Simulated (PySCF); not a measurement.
```xyz
13

P    -1.5412   -1.8504    0.1407
Si   -0.1093   -0.0930   -0.1056
P    -1.0640    1.6013   -1.3077
P     1.6129   -0.8540   -1.4026
P     0.4029    0.5857    2.0299
H    -1.8898   -1.8559   -1.1970
H    -2.6135   -1.0437    0.4761
H    -0.1055    2.5352   -0.9479
H    -1.8982    1.9811   -0.2692
H     2.5084    0.1055   -0.9577
H     2.0381   -1.7725   -0.4571
H     1.0910   -0.5782    2.3372
H     1.5638    1.2395    1.6431
```

Geometry: GFN2-xTB.

These are results of PySCF, CAM-B3LYP/pcSseg-1, SCF density, in a chloroform solvent model, non-relativistic, not measurements.

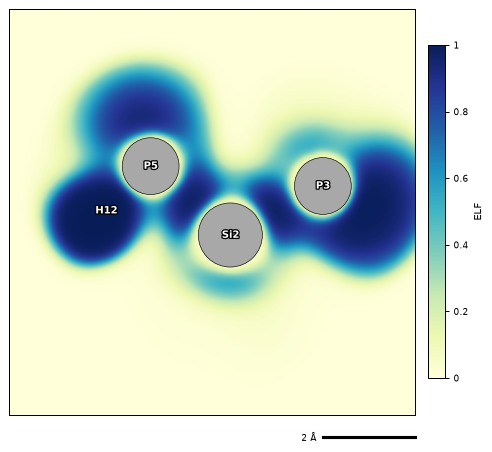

H8P4Si (SMILES P[Si](P)(P)P). ELF on the plane of atoms P3, Si2 and P5. Grey discs cover the atomic cores.

### Interpret the plot.

- The section cuts through Si, P and H sites.
- Si–P (2.29 Å): the ELF peaks at about 0.95 between the atoms, as expected for localised, covalent bonding.
- P–H (1.39 Å): the ELF climbs to about 1 towards the hydrogen, as it does in any bond to H.
- The ELF also peaks beside P3 and P5, away from the bonds: lone-pair regions.
